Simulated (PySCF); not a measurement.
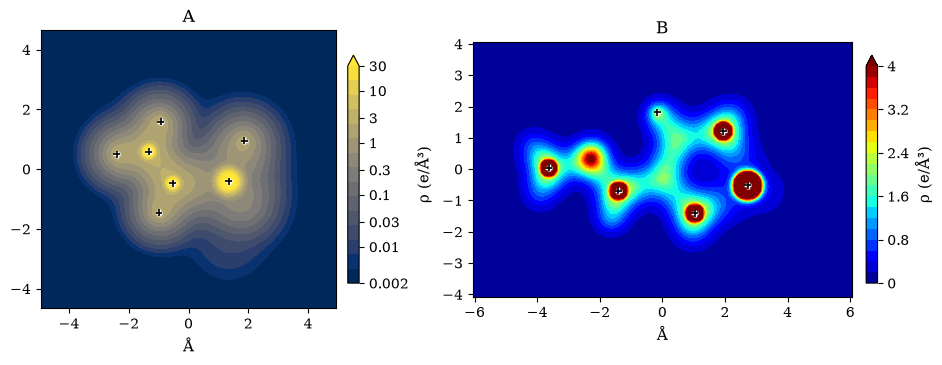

The total electron density of 2 systems, each on a plane through atoms (crosses mark nuclei in the plane).

Computed with PySCF 2.14.0, PBE0/pcSseg-1, SCF density, gas phase, non-relativistic.

System 1: C₄H₈ClFSi, the plane of atoms C1, C2 and H10. Geometry: GFN2-xTB.

```yaml
atoms:
  - { symbol: C, position_ang: [1.5716, -1.1305, 1.4784] }
  - { symbol: C, position_ang: [0.2683, -0.9427, 1.3289] }
  - { symbol: Si, position_ang: [-0.6562, -1.1056, -0.3012] }
  - { symbol: C, position_ang: [-1.1045, 0.6930, -0.8368] }
  - { symbol: Cl, position_ang: [-2.1870, 1.3971, 0.3955] }
  - { symbol: C, position_ang: [0.1047, 1.6013, -0.9466] }
  - { symbol: F, position_ang: [0.9744, 1.0889, -1.8785] }
  - { symbol: H, position_ang: [2.2008, -1.4197, 0.6523] }
  - { symbol: H, position_ang: [2.0699, -1.0058, 2.4281] }
  - { symbol: H, position_ang: [-0.3133, -0.6520, 2.1970] }
  - { symbol: H, position_ang: [0.1696, -1.6865, -1.3580] }
  - { symbol: H, position_ang: [-1.9312, -1.8042, -0.1308] }
  - { symbol: H, position_ang: [-1.6601, 0.7132, -1.7752] }
  - { symbol: H, position_ang: [-0.1594, 2.6118, -1.2776] }
  - { symbol: H, position_ang: [0.6478, 1.6497, 0.0026] }
```

System 2: C₆H₁₄OSi (SMILES COC[C@H]1CC[SiH2]C1), the plane of atoms C6, Si7 and C8. Geometry: GFN2-xTB.

```xyz
22

C     3.4396   -0.2581    0.6088
O     2.0929   -0.6295    0.5059
C     1.3469    0.2165   -0.3407
C    -0.1063   -0.2487   -0.3542
C    -0.7728   -0.0805    1.0116
C    -2.2464   -0.4664    0.8706
Si   -2.7514    0.2248   -0.8314
C    -0.9486    0.5155   -1.3799
H     3.9400   -0.2932   -0.3679
H     3.9099   -0.9712    1.2830
H     3.5453    0.7557    1.0174
H     1.4078    1.2579    0.0182
H     1.7640    0.1880   -1.3616
H    -0.1070   -1.3139   -0.6062
H    -0.2616   -0.6851    1.7613
H    -0.6957    0.9673    1.3130
H    -2.3422   -1.5527    0.8873
H    -2.8289   -0.0862    1.7077
H    -3.5193    1.4711   -0.7534
H    -3.4559   -0.7526   -1.6658
H    -0.7251    0.1845   -2.3923
H    -0.6955    1.5759   -1.3333
```

> Which map belongs to which system?

Panel A is system 1, C₄H₈ClFSi: the plane holds C, Si and H. C–C (1.33 Å): the density is about 2.3 e/Å³ at the midpoint. Panel B is system 2, C₆H₁₄OSi: the plane holds C, Si and H. C–Si (1.91 Å): ρ at the midpoint is about 0.91 e/Å³.
